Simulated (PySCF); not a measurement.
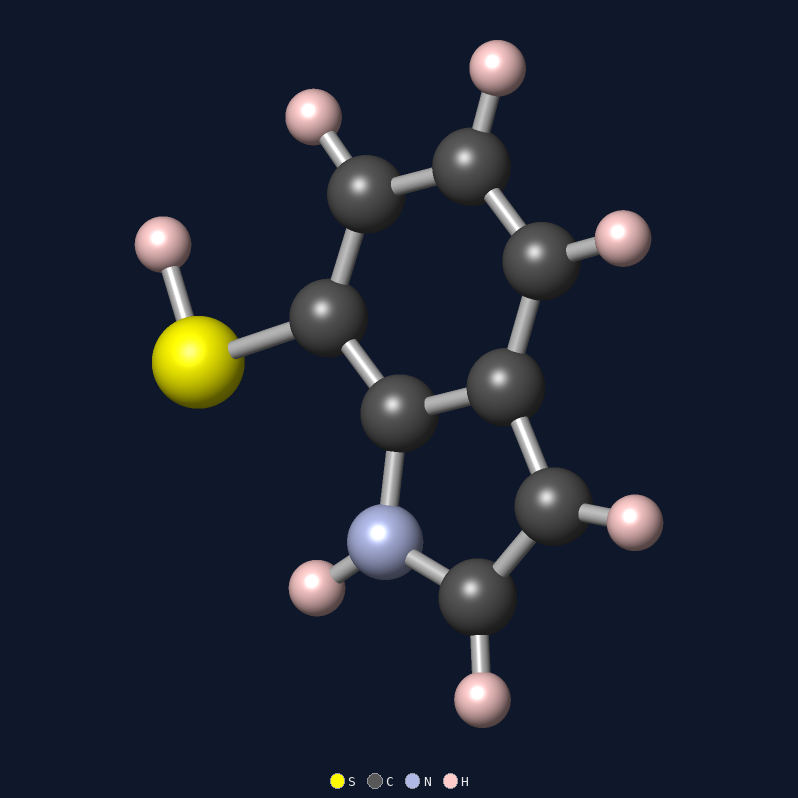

Computed geometry: PBE0-D3(BJ)/def2-SVP optimisation. No frequency run is at hand to confirm it as a minimum.

Draw it as a skeletal formula.

SMILES: Sc1cccc2cc[nH]c12

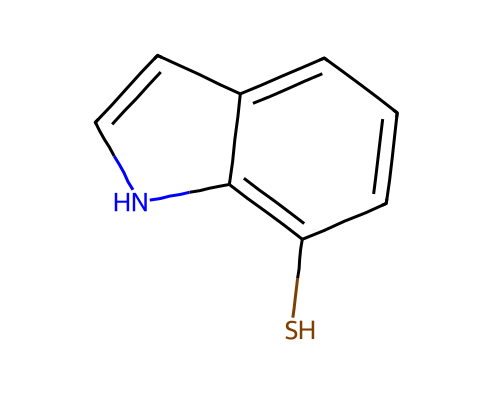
